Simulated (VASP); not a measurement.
Band structure of P (black). All values below come from PW91 GGA, VASP's PBE PAW potentials (set 64) (plane waves; VASP).

Without a dispersion term in the relaxation, distances and binding between the weakly bound layers, chains or molecules are unreliable, and so is what depends on them.

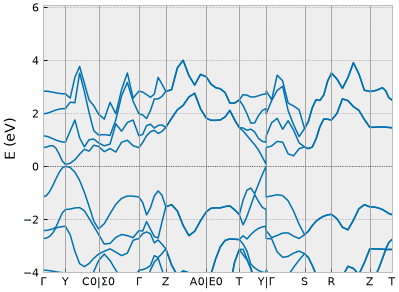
*Bands along high-symmetry lines, zero at the valence-band maximum or, without a gap, the Fermi level*

Q: Read the plot: is there a gap, and where are the band edges?

A: The gap is direct, 0.07 eV, from the valence maximum at Y to the conduction minimum at Y. (Edges off the drawn lines would not show.)

Measured: gap 0.35 eV (computed value off by -0.28 eV), as given by Das et al., (2018), arXiv:1807.05623.

The compound is P in the black structure. It was relaxed first, which changed the volume by +9 %.
